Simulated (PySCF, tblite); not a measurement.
**glycidol (C₃H₆O₂): isotopologues and vibrational averages**

How do isotopes change the rotational constants and shieldings of glycidol (C₃H₆O₂) (`OC[C@H]1CO1`)?

Programs: PySCF 2.14.0 with density-fitted response routines of our own, and tblite 0.8.0. All values are computed, except where a source is named. Atoms count from 0 throughout.

## (1) The starting structure

11 atoms, charge 0, multiplicity 1; geometry from: force field or distance geometry start.

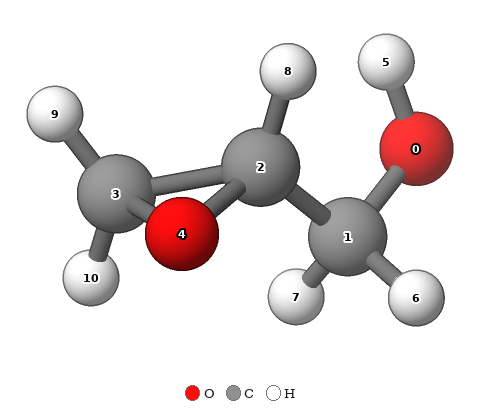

The starting geometry (oxygen red, carbon grey, hydrogen white), atoms numbered.

## (2) GFN2-xTB relaxation, lowest of a short conformer search

What the job is given:

```
{"job": {"xc": "GFN2-xTB", "basis": "xTB", "kind": "relax"}, "charge": 0, "multiplicity": 1}
O      1.970600    -0.175400    -0.709500
C      0.766700    -0.780800    -0.285100
C     -0.076200     0.226300     0.387000
C     -1.420700     0.517200    -0.376000
O     -1.341300    -0.136100     0.944700
H      1.913400     0.790100    -0.425100
H      1.009100    -1.648400     0.380900
H      0.272800    -1.168800    -1.132400
H      0.436700     1.058900     0.859000
H     -1.742200     1.533100    -0.359900
H     -1.767100    -0.205400    -1.144800
```

Started as:

```
OMP_NUM_THREADS=1 python ens_run.py task.json out
```

The driver reads the study from task.json and runs its stages one after another.

Standard output:

```text
step      E/eV     max force
  0    -477.53334    4.182
  1    -477.87080    1.261
  2    -477.91672    0.733
  3    -477.95516    0.416
  4    -477.97042    0.508
  5    -477.98953    0.469
  6    -478.00363    0.316
  7    -478.01317    0.280
  8    -478.02275    0.330
  9    -478.03382    0.396
 10    -478.04442    0.341
 11    -478.05304    0.224
 12    -478.05917    0.226
 13    -478.06438    0.198
 14    -478.06892    0.165
 15    -478.07162    0.137
 16    -478.07337    0.124
 17    -478.07478    0.095
 18    -478.07609    0.106
 19    -478.07764    0.142
 20    -478.07974    0.181
 21    -478.08326    0.239
 22    -478.08961    0.431
 23    -478.09819    0.604
 24    -478.11556    0.335
 25    -478.12632    0.665
 26    -478.12062    1.175
 27    -478.14253    0.243
 28    -478.14648    0.196
 29    -478.15325    0.139
 30    -478.15672    0.131
 31    -478.15860    0.122
 32    -478.15989    0.109
 33    -478.16117    0.109
 34    -478.16230    0.087
 35    -478.16305    0.096
 36    -478.16360    0.087
 37    -478.16417    0.067
 38    -478.16471    0.101
 39    -478.16514    0.053
 40    -478.16545    0.043
 41    -478.16572    0.042
 42    -478.16597    0.042
 43    -478.16621    0.035
 44    -478.16635    0.027
 45    -478.16645    0.025
 46    -478.16653    0.025
 47    -478.16663    0.029
 48    -478.16673    0.029
 49    -478.16680    0.025
 50    -478.16684    0.019
 51    -478.16686    0.014
 52    -478.16688    0.013
 53    -478.16690    0.012
 54    -478.16692    0.011
 55    -478.16694    0.011
 56    -478.16695    0.010
 57    -478.16696    0.010
 58    -478.16698    0.015
 59    -478.16702    0.019
 60    -478.16706    0.017
 61    -478.16711    0.028
 62    -478.16717    0.037
 63    -478.16727    0.044
 64    -478.16746    0.048
 65    -478.16774    0.058
 66    -478.16801    0.046
 67    -478.16815    0.013
 68    -478.16817    0.006
 69    -478.16818    0.005
 70    -478.16818    0.003
```

Run time: 0.23 s. Hardware: 1 thread of Arm Neoverse V1, shared host.

Relaxing gained 0.635 eV and moved the atoms by 0.31 Å on average (rms).

## (3) Tight optimisation and Hessian

What the job is given:

```
{"job": {"xc": "B3LYP", "basis": "pcSseg-1", "grid": 2, "temperatures": [298.15, 350], "kind": "geom"}, "charge": 0, "multiplicity": 1}
O      1.760588    -0.098324    -1.041915
C      0.801588    -0.751124    -0.247141
C     -0.200406     0.217487     0.353070
C     -1.432697     0.572376    -0.354430
O     -1.438082    -0.289093     0.747911
H      2.260306     0.519307    -0.496410
H      1.281828    -1.322583     0.560537
H      0.285761    -1.450968    -0.907988
H      0.228496     0.956325     1.030760
H     -1.883098     1.545127    -0.193206
H     -1.642585     0.112152    -1.312491
```

Standard output:

```text
step   0  E = -7300.6411029 eV  max force = 1.07736
step   1  E = -7300.6862397 eV  max force = 0.29518
step   2  E = -7300.6797910 eV  max force = 0.36555
step   3  E = -7300.6866451 eV  max force = 0.15508
step   4  E = -7300.6806121 eV  max force = 0.61060
step   5  E = -7300.6882582 eV  max force = 0.05010
step   6  E = -7300.6888949 eV  max force = 0.01948
step   7  E = -7300.6891388 eV  max force = 0.15262
step   8  E = -7300.6895422 eV  max force = 0.02973
step   9  E = -7300.6896387 eV  max force = 0.02478
step  10  E = -7300.6897346 eV  max force = 0.01479
step  11  E = -7300.6897424 eV  max force = 0.00280
step  12  E = -7300.6897428 eV  max force = 0.00068
step  13  E = -7300.6897428 eV  max force = 0.00068
harmonic wavenumbers (cm-1): 88.7 251.6 274.1 396.9 484.1 827.5 873.4 903.1 993.4 1051.7 1091.1 1106.8 1148.1 1170.7 1224.0 1279.2 1371.1 1389.1 1450.3 1496.6 1529.0 2990.2 3065.8 3075.1 3092.3 3162.4 3776.0
```

Run time: 9.1 min. Hardware: 1 thread of Arm Neoverse V1, shared host; peak memory 0.63 GiB.

## (4) Displacements along the modes, parent

What the job is given:

```
{"job": {"xc": "B3LYP", "basis": "pcSseg-1", "grid": 2, "temperatures": [298.15, 350], "kind": "vib", "mass_numbers": [16, 12, 12, 12, 16, 1, 1, 1, 1, 1, 1]}, "charge": 0, "multiplicity": 1}
O      1.778286    -0.066151    -1.054867
C      0.802125    -0.721825    -0.254243
C     -0.200229     0.246441     0.332550
C     -1.453495     0.568610    -0.354071
O     -1.436620    -0.322139     0.768883
H      2.381511     0.414883    -0.471516
H      1.267098    -1.306772     0.554723
H      0.279540    -1.426044    -0.908398
H      0.213746     0.992619     1.018581
H     -1.939670     1.528659    -0.176764
H     -1.670596     0.102401    -1.316179
```

Standard output:

```text
mode    cm-1    km/mol   phi_rrr   E(+)/cm-1  E(-)/cm-1
  1     88.65     7.40      -3.1      19.88      19.23
  2    251.56     5.27       0.7      45.84      46.01
  3    274.06   130.74      90.9     136.83     129.12
  4    396.91    19.36     -44.5      70.32      73.68
  5    484.06     1.38      33.3      88.35      86.01
  6    827.45    29.06      54.6     150.86     147.17
  7    873.38    21.87     115.2     161.61     153.12
  8    903.10     1.14      -9.6     162.41     164.03
  9    993.37    27.12     -79.1     176.04     181.74
 10   1051.67   130.96    -202.1     182.68     197.07
 11   1091.14     6.20     131.7     201.45     191.91
 12   1106.75     1.15      63.6     201.63     197.53
 13   1148.14     0.98      46.7     209.26     206.08
 14   1170.70     1.15     -28.1     209.95     212.53
 15   1224.02     9.05      80.6     223.50     217.61
 16   1279.23     9.45    -118.5     226.16     235.00
 17   1371.12     2.40     -37.1     245.68     248.82
 18   1389.07    51.78      60.2     252.37     248.23
 19   1450.31     0.16       4.9     261.66     260.78
 20   1496.62     1.86      80.8     272.45     266.67
 21   1528.97     3.10     119.3     279.72     271.06
 22   2990.21    54.93   -1826.0     478.01     608.92
 23   3065.82    16.87    1628.8     614.60     497.62
 24   3075.09    16.93   -1278.5     510.06     601.80
 25   3092.26    32.29   -1426.1     509.50     612.11
 26   3162.37    22.49     -82.4     569.01     575.37
 27   3776.01    34.15   -2626.2     594.41     782.22
```

Wall time 8.9 min (1 thread of Arm Neoverse V1, shared host); peak memory 0.62 GiB.

## (5) Displacements along the modes, 2H at atom 8

The job, as its differences from that of step 4:

```diff
@@ -1,2 +1,2 @@
-{"job": {"xc": "B3LYP", "basis": "pcSseg-1", "grid": 2, "temperatures": [298.15, 350], "kind": "vib", "mass_numbers": [16, 12, 12, 12, 16, 1, 1, 1, 1, 1, 1]}, "charge": 0, "multiplicity": 1}
+{"job": {"xc": "B3LYP", "basis": "pcSseg-1", "grid": 2, "temperatures": [298.15, 350], "kind": "vib", "mass_numbers": [16, 12, 12, 12, 16, 1, 1, 1, 2, 1, 1]}, "charge": 0, "multiplicity": 1}
 O      1.778286    -0.066151    -1.054867
```

Standard output:

```text
mode    cm-1    km/mol   phi_rrr   E(+)/cm-1  E(-)/cm-1
  1     87.19     7.11       3.1      19.05      19.83
  2    248.52     4.85      -1.0      45.49      45.30
  3    273.97   130.69     -90.2     128.26     135.92
  4    393.87    19.40      46.1      73.23      69.75
  5    475.77     0.77     -34.5      84.49      86.88
  6    773.66    20.76      30.2     140.70     138.81
  7    831.03    14.39      71.8     152.10     147.39
  8    858.36     9.14     -91.8     151.49     157.81
  9    916.47     4.22     -44.9     163.97     166.79
 10    973.32     3.66      20.2     175.68     174.94
 11   1032.92   102.87       3.7     186.69     186.03
 12   1065.16    57.50     307.9     203.39     181.08
 13   1118.00     3.99      46.2     203.25     200.08
 14   1131.45     2.72      25.5     205.49     202.99
 15   1162.05     3.27     -58.5     207.82     212.10
 16   1216.69     9.74     -74.0     216.64     222.00
 17   1368.76     7.61      64.3     249.41     244.37
 18   1373.48    43.01     -83.1     244.53     250.20
 19   1419.90     7.75     -17.1     255.00     256.51
 20   1496.46     1.79     -79.3     266.71     272.35
 21   1524.15     2.35    -118.8     270.18     278.91
 22   2264.90    20.41   -1238.4     366.28     455.19
 23   2990.51    54.47    1829.5     609.10     477.94
 24   3074.75    17.90   -1339.8     507.96     604.09
 25   3089.58    18.64    1795.1     625.91     496.86
 26   3161.96    19.87     -78.0     569.13     575.17
 27   3776.01    34.06   -2626.2     594.40     782.22
```

Wall time 9.1 min (1 thread of Arm Neoverse V1, shared host); peak memory 0.62 GiB.

## (6) Vibrational averages by isotopologue

What the job is given:

```
{"job": {"xc": "B3LYP", "basis": "pcSseg-1", "grid": 2, "temperatures": [298.15, 350], "kind": "iso"}, "charge": 0, "multiplicity": 1}
O      1.778286    -0.066151    -1.054867
C      0.802125    -0.721825    -0.254243
C     -0.200229     0.246441     0.332550
C     -1.453495     0.568610    -0.354071
O     -1.436620    -0.322139     0.768883
H      2.381511     0.414883    -0.471516
H      1.267098    -1.306772     0.554723
H      0.279540    -1.426044    -0.908398
H      0.213746     0.992619     1.018581
H     -1.939670     1.528659    -0.176764
H     -1.670596     0.102401    -1.316179
```

Standard output:

```text
parent
  Be/MHz 14264.789 3169.546 2903.691
  B0/MHz 14139.17 3148.036 2881.553
  ZPE/cm-1 19781.0
  <sigma>(0 K)/ppm 289.297 102.473 120.884 125.233 292.944 30.639 26.547 27.885 28.304 28.171 28.426
2H at atom 8
  Be/MHz 13356.702 3121.134 2902.425
  B0/MHz 13242.15 3099.968 2880.179
  ZPE/cm-1 19049.5
  <sigma>(0 K)/ppm 289.388 102.586 121.399 125.342 293.577 30.644 26.548 27.887 28.438 28.176 28.429
```

Wall time 27 min (1 thread of Arm Neoverse V1, shared host); peak memory 0.63 GiB. This counts the whole study up to here.

Rotational constants (MHz) at equilibrium and in the ground state:

| isotopologue | Be | B0 | zero-point change (cm⁻¹) |
| --- | --- | --- | --- |
| parent | 14264.8, 3169.5, 2903.7 | 14139.2, 3148.0, 2881.6 | 0.0 |
| 2H at atom 8 | 13356.7, 3121.1, 2902.4 | 13242.1, 3100.0, 2880.2 | -731.6 |

Shieldings of the first species (ppm): at equilibrium, the vibrational parts at 0 K, and the averages:

| atom | equilibrium | anharmonic | harmonic | 0 K | 298.15 K | 350 K |
| --- | --- | --- | --- | --- | --- | --- |
| O0 | 306.51 | 7.44 | -24.65 | 289.30 | 286.79 | 286.23 |
| C1 | 107.83 | -1.02 | -4.33 | 102.47 | 102.54 | 102.53 |
| C2 | 125.61 | -1.41 | -3.32 | 120.88 | 120.56 | 120.45 |
| C3 | 130.27 | -1.18 | -3.86 | 125.23 | 125.15 | 125.09 |
| O4 | 309.93 | -3.10 | -13.89 | 292.94 | 289.00 | 287.96 |
| H5 | 31.41 | 0.57 | -1.35 | 30.64 | 30.51 | 30.47 |
| H6 | 27.21 | -0.12 | -0.54 | 26.55 | 26.56 | 26.56 |
| H7 | 28.63 | -0.19 | -0.56 | 27.89 | 27.78 | 27.75 |
| H8 | 28.99 | -0.22 | -0.47 | 28.30 | 28.26 | 28.24 |
| H9 | 28.83 | -0.16 | -0.50 | 28.17 | 28.16 | 28.15 |
| H10 | 29.07 | -0.14 | -0.50 | 28.43 | 28.40 | 28.39 |

Isotope effects on the shieldings at 0 K (ppb; positive means more shielded):

| atom | 2H at atom 8 |
| --- | --- |
| O0 | 91 |
| C1 | 112 |
| C2 | 516 |
| C3 | 109 |
| O4 | 633 |
| H5 | 5 |
| H6 | 1 |
| H7 | 1 |
| H8 | 134 |
| H9 | 5 |
| H10 | 3 |

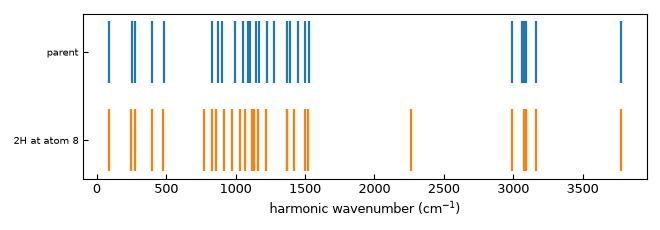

Harmonic wavenumbers of each isotopologue.

## (7) Summary of results

| quantity | value |
| --- | --- |
| point group | C1 |
| B0 of the first species | 14139.2, 3148.0, 2881.6 MHz |
| zero-point energy | 19781 cm⁻¹ |
| zero-point change of σ(O0) | -17.21 ppm |

**Reading.** Zero-point motion changes the shielding of O0 most, by -17.21 ppm. The largest secondary isotope effect is 633 ppb on O4, 2 bonds from the change (2H at atom 8). The job flags a low mode; perturbation theory is less sure for low modes. Internal rotors are held in one well.
